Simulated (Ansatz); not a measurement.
C₃H₁₀AlN: several calculations on one system

## 1. Relaxation

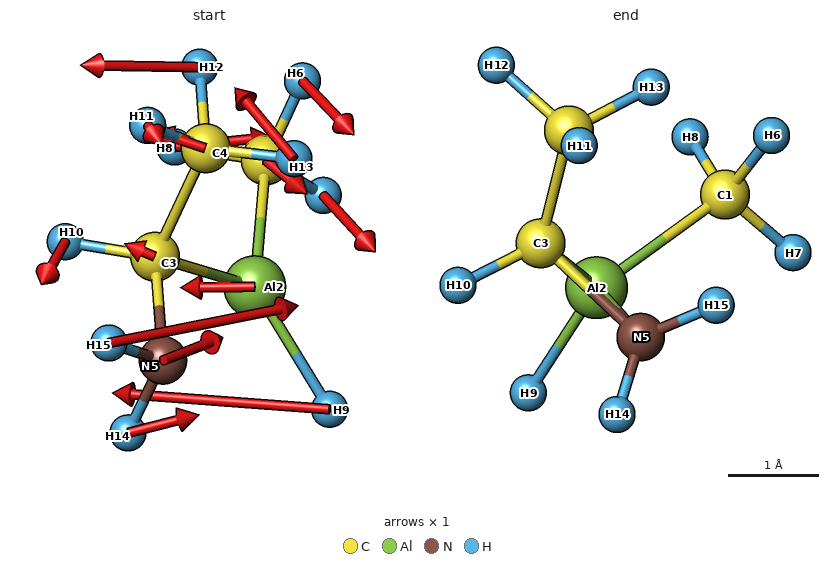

The structure of C3H10AlN before (left) and after (right) a relaxation, at one scale. The red arrows give the displacements, at their true length.

Style: ball-and-stick. Shown from a free direction.

The run prepares an end point of a later path (inversion) calculation, from a guessed geometry.

Level of theory: Ansatz, RKS B3LYP-D4/def2-SVP. Settings: no spin polarisation; force threshold 0.015 eV/Å; at most 40 steps.

### Summarise the run.

After 28 accepted moves (30 points after the start) the energy has fallen by 1.128 eV. Largest force component: 5.5 eV/Å at the start, 0.013 eV/Å at the end. The line search rejected the trial steps at points 21, 26 of the run. The largest move after the best rigid fit is that of H9, 2.56 Å. Largest moves by element: H 2.56 Å, N 1.10 Å, Al 0.86 Å, C 0.70 Å. Some distances before and after: Al2–N5 2.874 → 2.034 Å, C4–H13 1.021 → 1.104 Å, C4–H12 1.166 → 1.102 Å, C1–H6 1.045 → 1.104 Å. Among the angles between lasting bonds that change: Al2–C3–N5 109.9° → 69.5°, Al2–C3–C4 110.0° → 127.5°, C3–N5–H14 105.3° → 114.7°. Groups turn about C3–N5 by about 65°, C1–Al2 by about 50°.

## 2. Relaxation

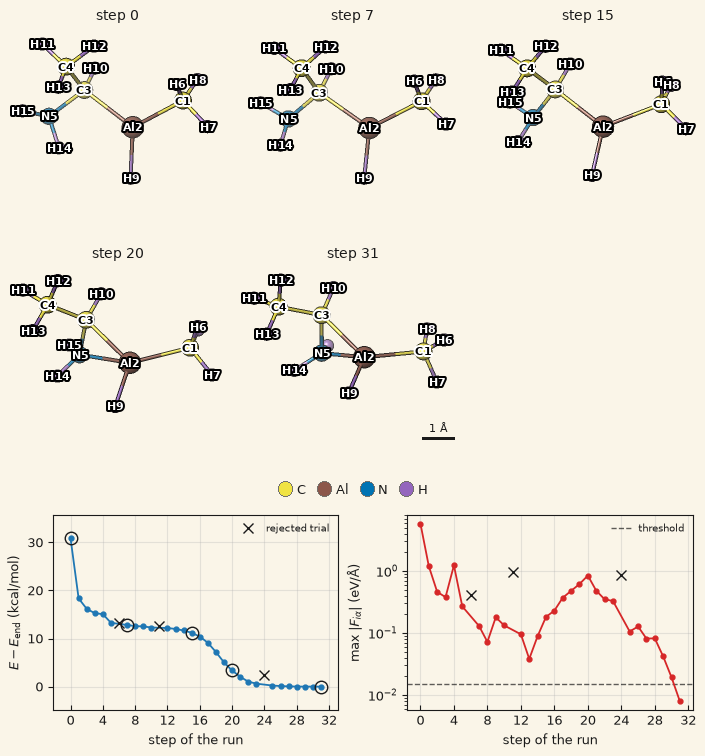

Frames of a relaxation of C$_{3}$H$_{10}$AlN, marked on the history of the run. Style: ball-and-stick. Shown at a tilt.

The run prepares an end point of a later path (inversion) calculation, from a guessed geometry.

These are results of Ansatz 0.2.0, RKS B3LYP-D4/def2-SVP, not measurements. Set-up: no spin polarisation; force threshold 0.015 eV/Å; at most 40 steps.

What happens along the run?

Answer. The atom that moves furthest after the best rigid fit is H15 (2.56 Å). Largest moves by element: H 2.56 Å, N 1.22 Å, C 0.82 Å, Al 0.78 Å. Near-neighbour distances that change, for instance: Al2–N5 2.874 → 2.035 Å, C4–H13 1.021 → 1.104 Å, C4–H12 1.166 → 1.102 Å, C1–H6 1.045 → 1.105 Å. Among the angles between lasting bonds that change: Al2–C3–N5 109.9° → 69.6°, Al2–C3–C4 110.0° → 128.3°, H11–C4–H13 116.4° → 107.7°. Groups turn about C3–N5 by about 110°, C1–Al2 by about 45°. After 28 accepted moves (31 points after the start) the energy has fallen by 30.8 kcal/mol. Largest force component: 5.8 eV/Å at the start, 0.0078 eV/Å at the end. The line search rejected the trial steps at points 6, 11, 24 of the run. Cost: 64 s on 2 threads of Intel(R) Xeon(R) 6975P-C (Granite Rapids), with other jobs on the host, peak memory 0.33 GiB. From step 0 to 7: H15 moves most (0.86 Å), energy −18.0 kcal/mol. From step 7 to 15: H9 moves most (0.64 Å), energy −1.63 kcal/mol. From step 15 to 20: H15 moves most (0.93 Å), energy −7.85 kcal/mol. From step 20 to 31: H atoms move most (0.71 Å), energy −3.35 kcal/mol.

```csv
step,"E − E(0), kcal/mol","largest force component, eV/Å",note
0,0.00,5.8028,
1,-12.48,1.1941,
2,-14.63,0.4600,
3,-15.55,0.3780,
4,-15.74,1.2329,
5,-17.55,0.2681,
6,-17.55,0.4107,rejected
7,-18.00,0.1296,
8,-18.23,0.0718,
9,-18.30,0.1792,
10,-18.52,0.1323,
11,-18.19,0.9536,rejected
12,-18.63,0.0952,
13,-18.82,0.0381,
14,-19.14,0.0889,
16,-20.41,0.2292,
17,-21.70,0.3696,
18,-23.62,0.4774,
19,-25.78,0.6148,
20,-27.47,0.8430,
21,-28.77,0.4816,
22,-29.78,0.3495,
23,-30.20,0.3279,
24,-28.35,0.8461,rejected
25,-30.60,0.1055,
27,-30.77,0.0812,
28,-30.81,0.0818,
29,-30.82,0.0418,
30,-30.82,0.0192,
31,-30.82,0.0078,
```

## 3. Path

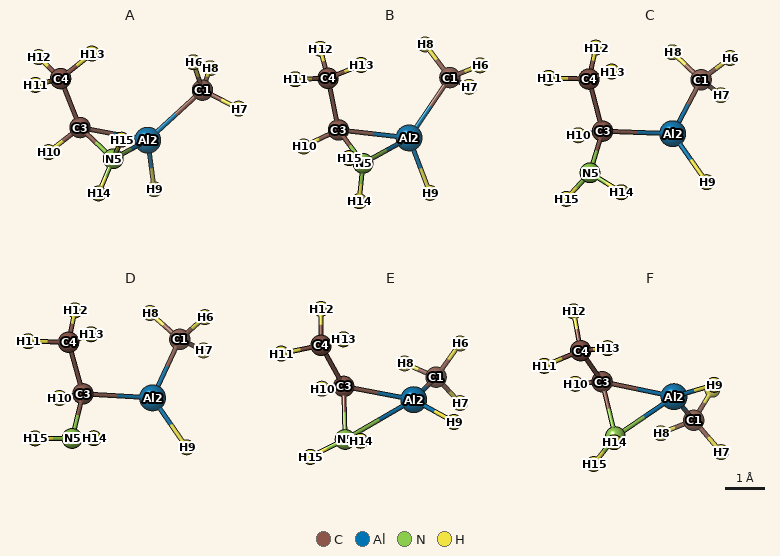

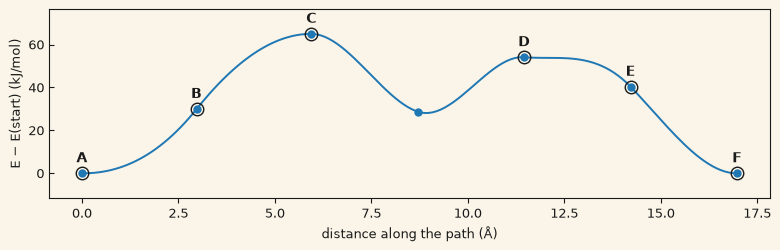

NEB run on C3H10AlN. Images are numbered from 0 (start) to 6 (end). Frames A to F are images 0, 1, 2, 4, 5, 6. The picture is a ball-and-stick view, seen at a tilt.

Level of theory: RKS B3LYP-D4/def2-SVP (Ansatz). Settings: 5 movable images; climbing image; force threshold 0.03 eV/Å; iteration limit 60; starting path by image-dependent pair potential.

What happens along the path, and what is the barrier?

The path has more than one stage, and so few images may leave a stage unresolved. No bond forms or breaks between the ends. Among the angles between lasting bonds that change up to the highest image: Al2–C3–N5 69.5° → 114.8°, Al2–C3–C4 127.5° → 113.1°. The barrier is about 65.0 kJ/mol in both directions, with image 2 at the top; the ends have the same energy. The profile has 2 maxima (images 2, 4) with a dip at image 3 (+28.7 kJ/mol), so the process runs in steps. The band converged in 49 iterations. The largest component of the band force went from 3.3 to 0.027 eV/Å. The climbing image converged on the top of the path. Its vibrational analysis gives one imaginary mode (205i cm⁻¹), as a transition state must have.
